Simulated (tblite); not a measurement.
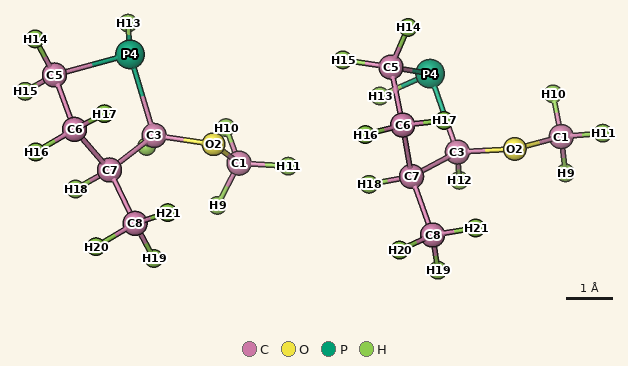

Two geometries of C6H13OP, drawn at one scale. One is the start of a relaxation, the other its converged end. Style: ball-and-stick. Shown at a tilt.

These are results of tblite 0.8.0, GFN2-xTB geometry optimisation, gas phase, not measurements. 

### Which of the two is the end point?

The right one is the relaxed one. H13 moves most after the best rigid fit: 2.16 Å. Largest moves by element: H 2.16 Å, P 1.08 Å, C 0.72 Å, O 0.30 Å. Near-neighbour distances that change, for instance: O2–C3 1.356 → 1.408 Å, C3–C7 1.484 → 1.533 Å, C6–C7 1.495 → 1.528 Å, C7–H18 1.125 → 1.097 Å. Among the angles between lasting bonds that change: C3–P4–H13 111.8° → 92.5°, C5–P4–H13 114.6° → 95.8°, P4–C5–C6 97.3° → 108.4°. Groups turn about O2–C3 by about 45°. Over 152 geometry steps the energy falls by 131.5 kJ/mol. The run took 0.91 s on 1 thread of Arm Neoverse V2 (shared host).
